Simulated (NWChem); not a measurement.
# SVWN5/def2-SVP run of MgBrCl (SMILES [Cl][Mg][Br])

Aim: the electronic atomisation energy of MgBrCl at SVWN5/def2-SVP, from 4 runs. 

The results are computed with NWChem 7.3.0.

15 further runs of the same task are left out: 15 set aside as unsound or not needed.

## (1) Starting point

MgBrCl has 3 atoms, charge 0, and is taken as a singlet. As SMILES, `[Cl][Mg][Br]`. The coordinates come from a PBE0-D4/def2-TZVP relaxation.

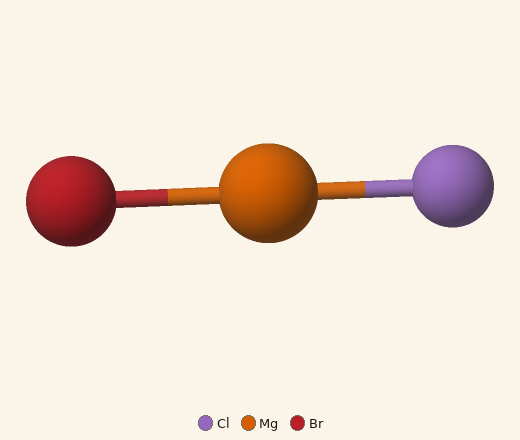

Viewed from a chosen angle; chlorine purple, magnesium orange, bromine red.

## (2) The energy at SVWN5/def2-SVP (run 1)

The input, brclmg.nw:

```
START brclmg
memory stack 880 mb heap 220 mb global 1100 mb

GEOMETRY units angstrom noautosym nocenter noautoz
  Cl       0.860600       1.907700       0.671400
  Mg       0.013600       0.022500       0.010200
  Br      -0.885000      -1.995100      -0.694800
END

BASIS spherical bse
  * library def2-SVP
END

DFT
  xc slater vwn_5
  grid fine
  convergence energy 1e-08
  maxiter 100
  mulliken
  print low
END

TASK dft energy
```

On the command line:

```sh
$ nwchem brclmg.nw > brclmg.out
```

The log of the run:

```text
[...]
 d= 0,ls=0.0,diis     1  -3228.0194570221 -3.44D+03  2.43D-02  7.73D-01     1.0
[...]
 d= 0,ls=0.0,diis    10  -3228.0811268764 -1.26D-09  3.87D-07  2.39D-10     5.7
         Total DFT energy =    -3228.081126876419
      One electron energy =    -4927.162113910071
           Coulomb energy =     1613.409832925598
    Exchange-Corr. energy =     -130.091712960034
 Nuclear repulsion energy =      215.762867068087
[...]
      Total Density - Mulliken Population Analysis
     ---------------------------------------------
    Atom       Charge   Shell Charges
 -----------   ------   -------------------------------------------------------
    1 Cl  17    17.20   2.00  1.98  1.28  0.64  5.92  2.16  3.21  0.01
    2 Mg  12    11.62   2.00  1.97  0.65 -0.02  5.97  0.44  0.25  0.36
    3 Br  35    35.18   2.00  2.00  1.99  1.49  0.41  6.00  5.97  2.39  2.92  8.17  1.76  0.08
[...]
```

Run time: 6.3 s. Hardware: 1 thread of Intel Xeon Platinum 8375C at 2.90GHz (Ice Lake), shared host; peak memory 0.11 GiB.

## (3) The Br atom, same level (run 2)

The input, br.nw:

```
echo
start br
title "Br"
memory stack 880 mb heap 220 mb global 1100 mb
geometry units angstroms noautosym nocenter noautoz
  Br       0.000000       0.000000       0.000000
end
basis spherical bse
  * library def2-SVP
end
dft
  xc slater vwn_5
  mult 2
  grid fine
  convergence energy 1e-08
  iterations 100
  mulliken
  noprint "final vectors analysis"
end
task dft
```

Run the same way, it converges to -2570.23215 Eh (log not shown).

Run 3 isn't shown in full; the table further down has it.

## (4) The Mg atom, same level (run 4)

The input, mol.nw:

```
start mol
title "Mg"
memory 2200 mb
charge 0

geometry units au noautosym nocenter noautoz
   Mg     0.00000000     0.00000000     0.00000000
end

basis "ao basis" spherical bse
   * library def2-SVP
end

dft
   xc slater vwn_5
   grid fine
   convergence energy 1e-08
   iterations 100
   mulliken
   noprint "final vectors analysis"
end

task dft
```

Run the same way, it converges to -199.05180 Eh (log not shown).

## (5) All runs side by side

```
run            level  partner   energy (Eh)  wall time
  1   SVWN5/def2-SVP     base  -3228.081127      6.3 s
  2  USVWN5/def2-SVP    atoms  -2570.232147      2.5 s
  3  USVWN5/def2-SVP    atoms   -458.486443     0.84 s
  4   SVWN5/def2-SVP    atoms   -199.051804     0.68 s
```

## (6) Results

Level: SVWN5/def2-SVP.

```
                     quantity          value
        Mg atom: total energy  -199.05180 Eh
electronic atomisation energy       8.455 eV
```

**Reading.** Taking the molecule apart into free atoms costs 8.46 eV (816 kJ/mol), before zero-point energy and without spin-orbit coupling. All runs together took 10 s, the longest 6.3 s.
